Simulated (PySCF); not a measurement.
C7H14AlB (SMILES C=[C]1[AlH][CH2]C[C@H]1B(C)C)

The calculation's input:

```
{"job": {"kind": "nmr", "xc": "PBE0", "basis": "pcSseg-1"}, "charge": 0, "multiplicity": 1}
C     -0.524278     2.164257     1.329911
C     -0.833815     1.089782     0.606673
Al    -1.990333     0.677348    -0.947772
C     -1.873158    -1.308562    -0.853451
C     -1.184447    -1.400412     0.531449
C     -0.171586    -0.269358     0.853220
B      1.142342    -0.128852    -0.015136
C      2.538300     0.082069     0.692944
C      1.091290    -0.101362    -1.596263
H     -1.005052     3.115429     1.155160
H      0.211087     2.148893     2.125922
H     -2.748173     1.674436    -1.848797
H     -2.785645    -1.914912    -0.825582
H     -1.239010    -1.781110    -1.613447
H     -0.678171    -2.362337     0.653219
H     -1.966376    -1.347384     1.296830
H      0.074660    -0.366666     1.917044
H      3.206414    -0.743691     0.447156
H      3.038355     0.980757     0.334360
H      2.486404     0.141840     1.777333
H      1.940300     0.409116    -2.046469
H      0.177209     0.382896    -1.968898
H      1.088932    -1.115193    -1.995327
```

Launched as:

```sh
OMP_NUM_THREADS=1 python probes_run.py task.json out
```

Geometry: GFN2-xTB.

Level of theory: PBE0/pcSseg-1, SCF density, gas phase, non-relativistic (PySCF).

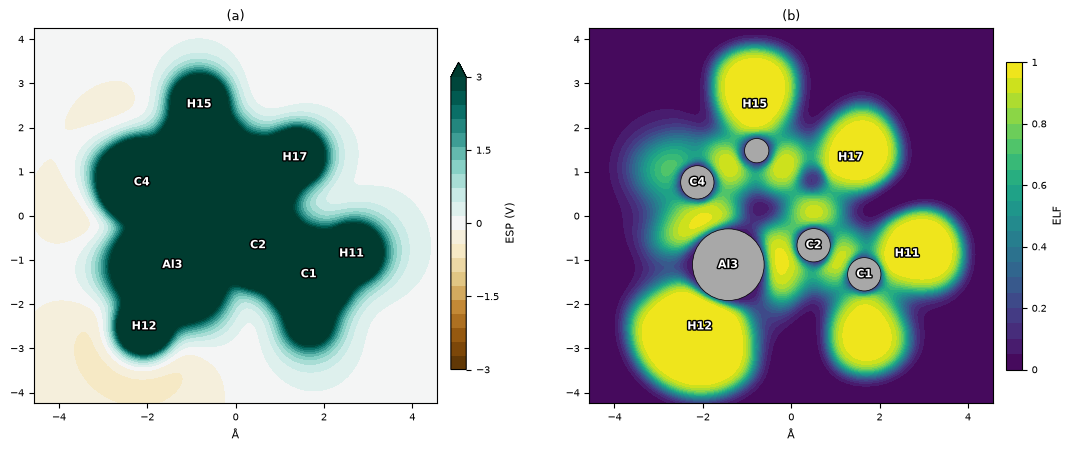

Figure 1. (a) electrostatic potential; (b) electron localisation function on the plane of atoms C2, Al3 and C4. Grey discs cover the atomic cores in the ELF map.

### Interpret the plot.

The section cuts through C, Al and H sites.
C–C (1.33 Å): the ELF peaks at about 0.90 between the atoms (a multiple bond).
C–Al (1.98 Å): the ELF peaks at about 0.95 between the atoms (a polar covalent bond).
C–H (1.08 Å): the ELF climbs to about 1 towards the hydrogen, as it does in any bond to H: an ordinary covalent bond to hydrogen.
Al–H (1.54 Å): the ELF climbs to about 1 towards the hydrogen.
Outside the dense part of the molecule the potential is most negative (−0.5 V) near H12.

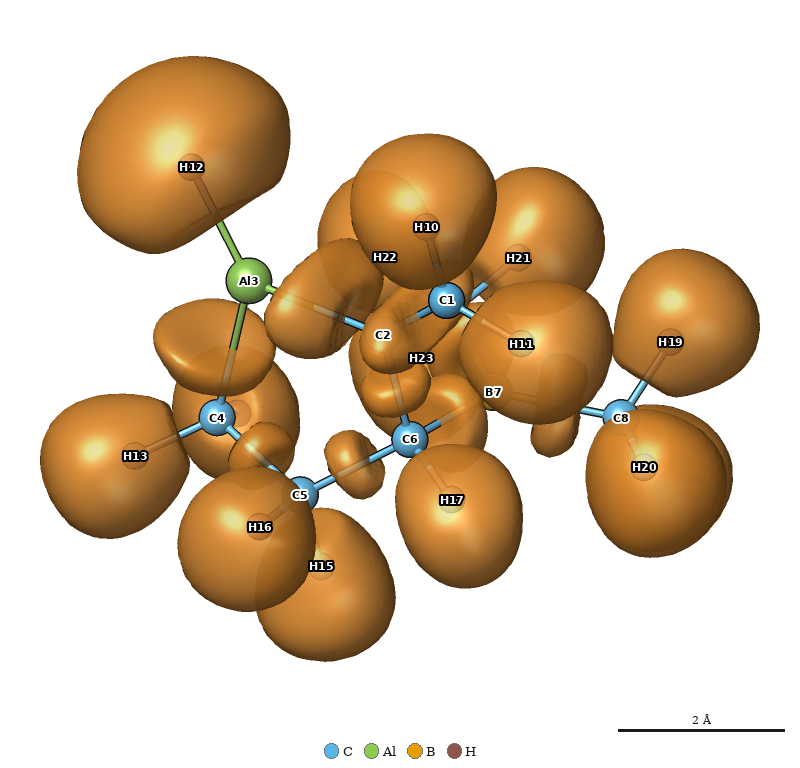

Figure 2. Isosurface of the ELF at 0.8 (orange), seen from one side. Core shells and regions of very low density are left out.

### Describe the localisation domains.

The ELF exceeds this value in one region between bonded Al–C atoms (shared pairs), three regions between bonded B–C atoms (shared pairs), four regions between bonded C–C atoms (shared pairs), 14 regions around hydrogen nuclei and one region wrapped around Al (its valence shell). Profiles from the grid: C–B (1.58 Å): the ELF peaks at about 1 between the atoms: localised, covalent bonding.

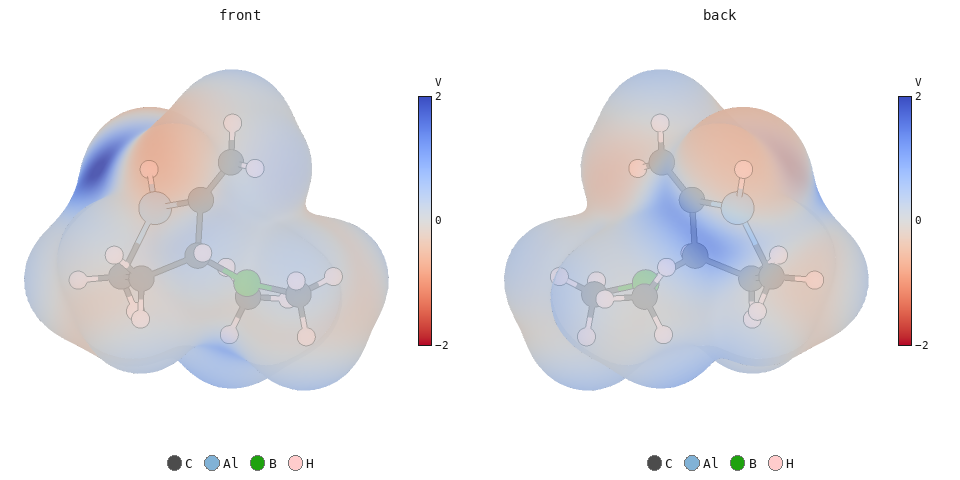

Figure 3. The molecular electrostatic potential painted on the density surface at 0.001 e/bohr³, seen from the front and from behind; the colour scale runs from red (negative) to blue (positive).

### Which sites attract a positive test charge, and which a negative one?

A positive charge is drawn to the negative regions and a negative charge to the positive ones. The most negative region (about −0.6 V) lies over the π face of C1 and C2, the most positive (about +1.8 V) over Al3.
